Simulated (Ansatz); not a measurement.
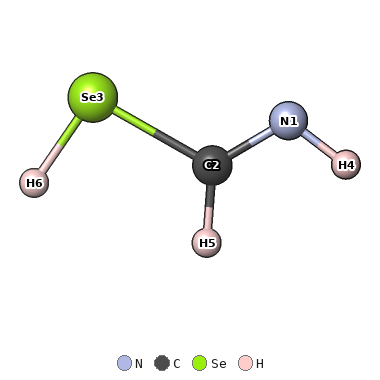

The system is CH3NSe, SMILES N=C[SeH]; the picture shows the reference structure. The first coordinate is: bond length N1–H4; the second: angle C2–N1–H4. Nothing is relaxed (all other coordinates rigid). Grid: 15 × 15 points. All energies are given in eV relative to the relaxed molecule at the same level. All numbers below come from RHF/def2-TZVP (Ansatz).

Its coordinates:

```xyz
6

N    -0.8419   -1.0490   -0.4364
C    -0.1154   -0.0792   -0.1730
Se    0.6446    0.0983    1.5700
H    -1.1757   -1.0240   -1.3823
H     0.1431    0.7130   -0.8631
H     1.3453    1.3409    1.2847
```

Range: bond length N1–H4 from 0.863 to 1.405 Å; angle C2–N1–H4 from 77.1 to 147.1°.

### What landscape does the calculation give?

The lowest grid point is at bond length N1–H4 = 1.018 Å, angle C2–N1–H4 = 112.1°, 0.0050 eV from the relaxed molecule at the same level. It is the only kind of minimum in the scanned range. The highest grid point, bond length N1–H4 = 1.405 Å, angle C2–N1–H4 = 77.1°, lies 2.88 eV above the lowest. Round the minimum the two coordinates are weakly coupled (coupling 0.08 in units of the two stiffnesses).

```csv
"angle C2–N1–H4 ↓, bond length N1–H4 →",0.863,0.902,0.940,0.979,1.018,1.056,1.095,1.134,1.172,1.211,1.250,1.289,1.327,1.366,1.405
147.1,1.19,0.89,0.72,0.66,0.69,0.77,0.91,1.09,1.30,1.53,1.77,2.03,2.28,2.55,2.81
142.1,1.07,0.76,0.59,0.52,0.54,0.63,0.76,0.93,1.13,1.36,1.60,1.85,2.10,2.35,2.61
137.1,0.95,0.64,0.46,0.39,0.41,0.48,0.61,0.78,0.97,1.19,1.43,1.67,1.92,2.17,2.42
132.1,0.84,0.52,0.35,0.27,0.28,0.35,0.48,0.64,0.83,1.04,1.27,1.51,1.75,2.00,2.25
127.1,0.75,0.43,0.25,0.17,0.17,0.24,0.36,0.52,0.70,0.91,1.13,1.37,1.61,1.85,2.10
122.1,0.68,0.36,0.17,0.08,0.08,0.15,0.26,0.42,0.59,0.80,1.02,1.25,1.49,1.73,1.97
117.1,0.64,0.31,0.12,0.03,0.03,0.08,0.20,0.35,0.52,0.72,0.94,1.17,1.40,1.64,1.88
112.1,0.64,0.30,0.11,0.01,0.00,0.06,0.17,0.31,0.48,0.68,0.89,1.12,1.35,1.58,1.82
107.1,0.68,0.34,0.14,0.04,0.02,0.07,0.18,0.32,0.48,0.68,0.89,1.11,1.33,1.57,1.80
102.1,0.76,0.42,0.21,0.11,0.09,0.14,0.23,0.37,0.53,0.72,0.93,1.15,1.37,1.60,1.83
97.1,0.89,0.55,0.34,0.23,0.21,0.25,0.34,0.48,0.64,0.82,1.02,1.24,1.46,1.68,1.91
92.1,1.08,0.73,0.52,0.41,0.38,0.42,0.51,0.64,0.79,0.98,1.18,1.39,1.60,1.83,2.05
87.1,1.34,0.98,0.77,0.65,0.62,0.65,0.74,0.86,1.02,1.20,1.39,1.60,1.81,2.03,2.26
82.1,1.66,1.30,1.08,0.96,0.92,0.95,1.04,1.16,1.31,1.48,1.68,1.88,2.09,2.31,2.53
77.1,2.05,1.69,1.47,1.34,1.30,1.33,1.40,1.52,1.67,1.84,2.03,2.24,2.45,2.66,2.89
```

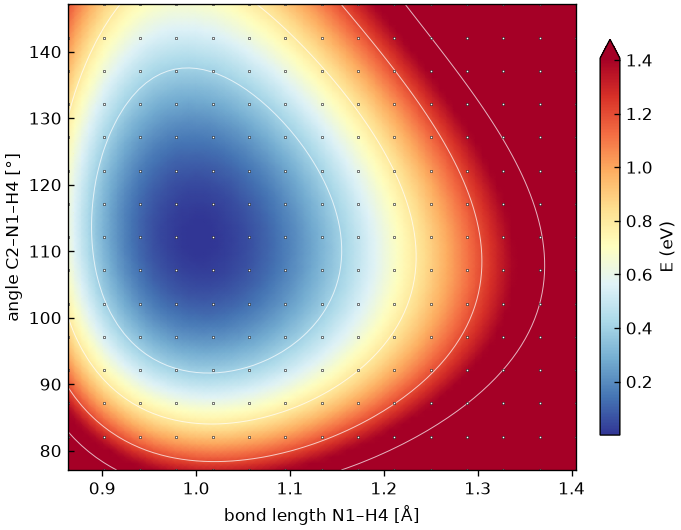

In the figure: a smooth colour map with a few white contour lines, dots at the grid points, one colour for all values above the top of the scale. Between grid points the surface is interpolated.

The whole map (225 points run) took 10 min on 1 thread of Intel(R) Xeon(R) Platinum 8259CL CPU @ 2.50GHz (Skylake/Cascade Lake) (shared host).
